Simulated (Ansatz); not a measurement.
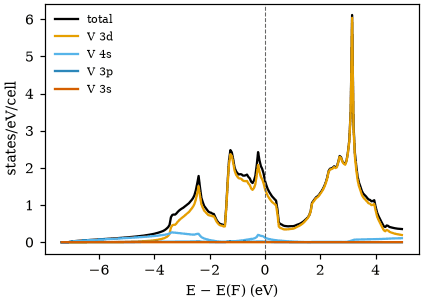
Figure. Total and projected density of states of V (bcc (W type), Im-3m), r²SCAN+D4 in the plane-wave PAW code Ansatz

Task: Which orbitals carry the states next to the Fermi level?

Result: Within 0.5 eV of the Fermi level: V 3d 87 %, V 4s 7 %, outside the projected shells 6 %. Projections are on Löwdin-orthogonalised atomic valence shells; empty p or d shells of many metals are not among them.

Task: Where is the tallest occupied peak in this window, and what makes it?

Result: Near -1.2 eV, about 2.5 states/eV per cell; the largest projected share is V 3d.

Symmetry was held in the r²SCAN+D4 relaxation. The workflow began spin-polarised and lost its moments. The pairwise dispersion correction was not fitted to metals.

Potentials: the later of the program's two PAW sets.
